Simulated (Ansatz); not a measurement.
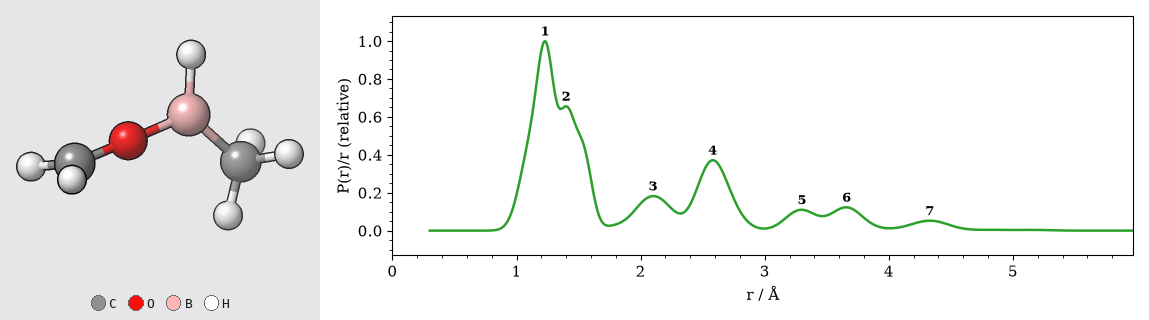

Simulated gas electron diffraction: radial distribution curve of C2H6BO (charge +1, ignored in the scattering factors). Each pair of atoms contributes with weight ZᵢZⱼ/r; damping constant 0.001 Å²; vibrational amplitudes assumed, not computed: 0.05 Å for bonds, 0.078 Å for bonds to H, 0.06 + 0.015 r up to 0.15 Å for other pairs. The geometry is the end point of an optimisation (RKS PBE-D4/def2-SVP (Ansatz)); it may be a saddle point or a higher isomer. SMILES: [CH2+]OBC.

Read the positions of the numbered peaks and name the main pairs (– for bonds).

Answer. Peak 1, 1.23 Å: C–H 1.10–1.11 Å (×5), O–C 1.24 Å, not resolved
Peak 2, 1.40 Å: O–B 1.40 Å, C–B 1.54 Å, not resolved
Peak 3, 2.10 Å: O···H 2.03–2.16 Å (×3), B···H 2.15–2.26 Å (×3), not resolved
Peak 4, 2.58 Å: O···C 2.55 Å, C···B 2.64 Å, O···H 2.74 Å, not resolved
Peak 5, 3.30 Å: O···H 3.26–3.28 Å (×2), C···H 3.28 Å, B···H 3.33 Å (×2), not resolved
Peak 6, 3.66 Å: C···H 3.60 Å, C···C 3.67 Å, not resolved
Peak 7, 4.33 Å: C···H 4.29–4.41 Å (×4), not resolved
